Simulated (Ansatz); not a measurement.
Cell of (SrHfO3)4/(BaHfO3)4 cubic perovskite (001) superlattice on SrHfO3 (SrHfO3 held in this type, which need not be the stable form; untilted and non-polar, as the cell's symmetry holds it, where a distortion can lie lower), with its geometry taken from a PBE run:

```
CELL_PARAMETERS angstrom
      4.15038     0.00000     0.00000
      0.00000     4.15038     0.00000
      0.00000     0.00000    33.54557
ATOMIC_POSITIONS crystal
  Sr 0.00000 0.00000 0.99930
  O  0.50000 0.50000 0.99923
  Hf 0.50000 0.50000 0.06112
  O  0.50000 0.00000 0.06114
  O  0.00000 0.50000 0.06114
  Sr 0.00000 0.00000 0.12297
  O  0.50000 0.50000 0.12297
  Hf 0.50000 0.50000 0.18484
  O  0.50000 0.00000 0.18484
  O  0.00000 0.50000 0.18484
  Sr 0.00000 0.00000 0.24672
  O  0.50000 0.50000 0.24671
  Hf 0.50000 0.50000 0.30856
  O  0.50000 0.00000 0.30855
  O  0.00000 0.50000 0.30855
  Sr 0.00000 0.00000 0.37039
  O  0.50000 0.50000 0.37046
  Hf 0.50000 0.50000 0.43208
  O  0.50000 0.00000 0.43128
  O  0.00000 0.50000 0.43128
  Ba 0.00000 0.00000 0.49527
  O  0.50000 0.50000 0.49545
  Hf 0.50000 0.50000 0.55854
  O  0.50000 0.00000 0.55850
  O  0.00000 0.50000 0.55850
  Ba 0.00000 0.00000 0.62169
  O  0.50000 0.50000 0.62170
  Hf 0.50000 0.50000 0.68484
  O  0.50000 0.00000 0.68484
  O  0.00000 0.50000 0.68484
  Ba 0.00000 0.00000 0.74800
  O  0.50000 0.50000 0.74799
  Hf 0.50000 0.50000 0.81115
  O  0.50000 0.00000 0.81119
  O  0.00000 0.50000 0.81119
  Ba 0.00000 0.00000 0.87442
  O  0.50000 0.50000 0.87424
  Hf 0.50000 0.50000 0.93761
  O  0.50000 0.00000 0.93841
  O  0.00000 0.50000 0.93841
```

Level of theory: HSE06 (plane waves to 420 eV, PAW; Ansatz, a program for electronic structure). Spin–orbit coupling is left out. Its k-point mesh 4×4×1, Fermi–Dirac width 0.01 eV. HSE06 ran on meshes of its own (4×4×1); its edges and gaps are taken over the mesh and over extra points off it, mostly where PBE has its edges.

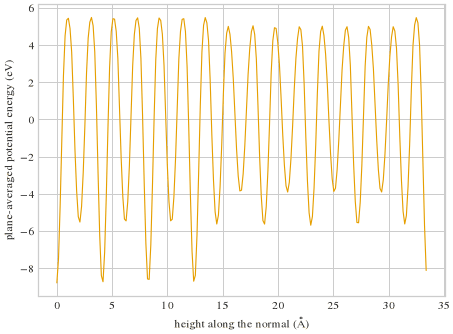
Figure. Smooth (PAW) electrostatic potential energy of an electron, averaged over planes, about its mean

The curve spans 14.3 eV over the stretch drawn.
